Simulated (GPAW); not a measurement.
# Polarising 2H-VSSe monolayer with a field along the normal

The dipole of the cell at several fields, atoms fixed. What does the strongest field give, and what length does the slope stand for?

Set-up. GPAW 26.7.0, plane waves (400 eV), PAW setups, PBE, 12×12 mesh, a dipole layer in the vacuum; geometry relaxed without an applied field with GPAW. The cell's area is 9.23 Å², and e/ε0 = 180.95 V Å.

The runs, one held back:

| field (V/Å) | dipole (e Å) |
| --- | --- |
| −0.2 | −0.0759 |
| −0.1 | −0.0490 |
| −0.05 | −0.0355 |
| 0.05 | −0.0086 |
| 0.1 | 0.0049 |
| 0.2 | 0.0318 |
| 0.3 | ? |

To predict: What is the dipole at 0.3 V/Å?

A: A line through the 6 points has the slope α = 0.269 e Å per V/Å and the intercept p₀ = −0.0221 e Å (r.m.s. residual 1.5e−05). At 0.3 V/Å it gives p = −0.0221 + 0.269 × 0.3 = 0.0587 e Å; the run gives 0.0588 e Å, so the response stays linear to 0.1 % of the induced part. Dividing by ε0 and the area: α/(ε0 A) = 0.269 × 180.95 / 9.23 = 5.28 Å, against 3.09 Å between the outer nuclei.

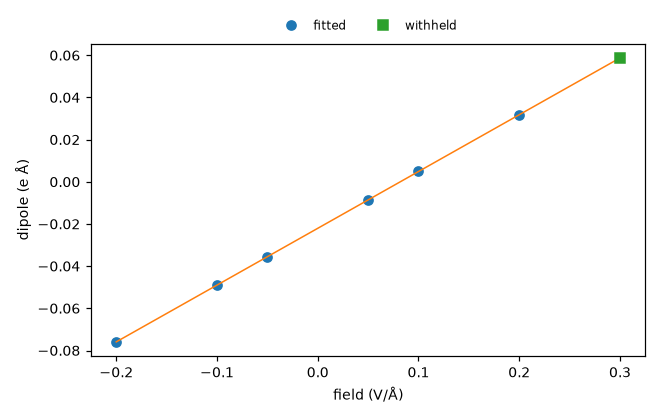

The line and the withheld run.

Caveats: This is the electronic response alone; ions that move would add to it in polar layers. Spin-polarised runs started from parallel moments; another order may lie lower. Layers with unlike faces were relaxed with their cell in a fully periodic cell without the dipole layer, so their atoms felt a small spurious field.
